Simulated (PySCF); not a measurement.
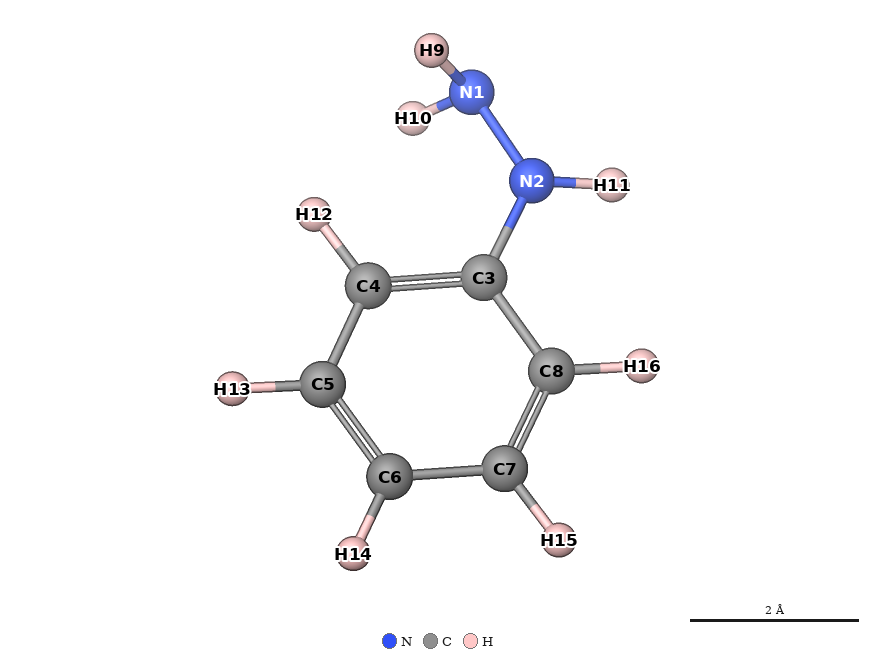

Orthographic view. Atoms fade into the background with distance from the viewer. The geometry was computed by an optimisation with PBE0-D3(BJ)/def2-SVP. No frequency run is at hand to confirm it as a minimum.

Write a MOL file (V2000) with the atoms in numerical order, bonds sorted by atom number with the orders drawn, and coordinates in the frame of the picture: x right, y up, z towards the viewer, origin at the mean position.

```
C6H8N2
                    3D

 16 16  0  0  0  0  0  0  0  0999 V2000
    0.2700    2.6000   -1.1300 N   0  0  0  0  0  0  0  0  0  0  0  0
    0.9900    1.5400   -0.6200 N   0  0  0  0  0  0  0  0  0  0  0  0
    0.4200    0.3800   -0.1500 C   0  0  0  0  0  0  0  0  0  0  0  0
   -0.9600    0.2800    0.0900 C   0  0  0  0  0  0  0  0  0  0  0  0
   -1.5100   -0.8900    0.5900 C   0  0  0  0  0  0  0  0  0  0  0  0
   -0.7100   -2.0000    0.8700 C   0  0  0  0  0  0  0  0  0  0  0  0
    0.6700   -1.9000    0.6400 C   0  0  0  0  0  0  0  0  0  0  0  0
    1.2300   -0.7300    0.1400 C   0  0  0  0  0  0  0  0  0  0  0  0
   -0.2100    3.1000   -0.3800 H   0  0  0  0  0  0  0  0  0  0  0  0
   -0.4300    2.2900   -1.8000 H   0  0  0  0  0  0  0  0  0  0  0  0
    1.9500    1.4900   -0.9400 H   0  0  0  0  0  0  0  0  0  0  0  0
   -1.6100    1.1400   -0.1200 H   0  0  0  0  0  0  0  0  0  0  0  0
   -2.5900   -0.9500    0.7600 H   0  0  0  0  0  0  0  0  0  0  0  0
   -1.1400   -2.9200    1.2600 H   0  0  0  0  0  0  0  0  0  0  0  0
    1.3200   -2.7600    0.8500 H   0  0  0  0  0  0  0  0  0  0  0  0
    2.3100   -0.6700   -0.0400 H   0  0  0  0  0  0  0  0  0  0  0  0
  1  2  1  0
  1  9  1  0
  1 10  1  0
  2  3  1  0
  2 11  1  0
  3  4  2  0
  3  8  1  0
  4  5  1  0
  4 12  1  0
  5  6  2  0
  5 13  1  0
  6  7  1  0
  6 14  1  0
  7  8  2  0
  7 15  1  0
  8 16  1  0
M  END
```
